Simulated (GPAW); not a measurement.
Band structure of CsCd₄As₃ (P4/mmm, 8 atoms in the cell).

```
CELL_PARAMETERS angstrom
      4.54215     0.00000     0.00000
      0.00000     4.54215     0.00000
      0.00000     0.00000    10.94794
ATOMIC_POSITIONS crystal
  Cs 0.00000 0.00000 0.50000
  Cd 0.50000 0.00000 0.83880
  Cd 0.50000 0.00000 0.16120
  Cd 0.00000 0.50000 0.83880
  Cd 0.00000 0.50000 0.16120
  As 0.50000 0.50000 0.70311
  As 0.50000 0.50000 0.29689
  As 0.00000 0.00000 0.00000
```

Level of theory: LDA (Perdew-Wang 92), GPAW PAW datasets LDA (gpaw-data 1.0.1) (plane waves; GPAW).

Settings: mode = pw; ecut = 550 eV; xc = LDA; kpts = 3 3 2; mesh shift (steps) = 0 0 0; occupations.name = fermi-dirac; occupations.width = 0.02 eV; nbands = -14; symmetry.symmorphic = false; symmetry.tolerance = 0.0005; maxiter = 150; bandpath_npoints = 40.

The starting cell comes from a database of computed structures (which also holds hypothetical and non-ambient phases and stackings), without a prior relaxation at this level. The run gives no clean gap (levels at the Fermi energy touch, overlap or are partly filled at this smearing), which alone does not show that the compound is a metal.

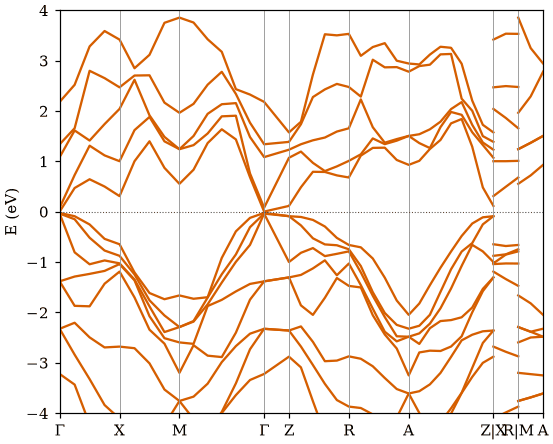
*Bands along the path, energies from the Fermi level.*

Levels in eV from the Fermi level, bands 33 to 40:
| point | 33 | 34 | 35 | 36 | 37 | 38 | 39 | 40 |
|---|---|---|---|---|---|---|---|---|
| Γ | -1.38 | -0.04 | -0.04 | -0.02 | 0.00 | 0.08 | 1.08 | 1.34 |
| X | -1.04 | -1.03 | -0.88 | -0.65 | 0.31 | 1.00 | 2.04 | 2.47 |
| M | -2.60 | -2.29 | -2.29 | -1.66 | 0.55 | 1.24 | 1.24 | 1.96 |
| Z | -1.31 | -1.00 | -0.09 | -0.09 | 0.11 | 1.07 | 1.23 | 1.39 |
| R | -1.03 | -0.79 | -0.75 | -0.66 | 0.68 | 1.01 | 1.66 | 2.48 |
| A | -2.48 | -2.48 | -2.32 | -2.05 | 0.93 | 1.50 | 1.50 | 2.78 |

No band crosses the Fermi level by more than 0.03 eV along this path.
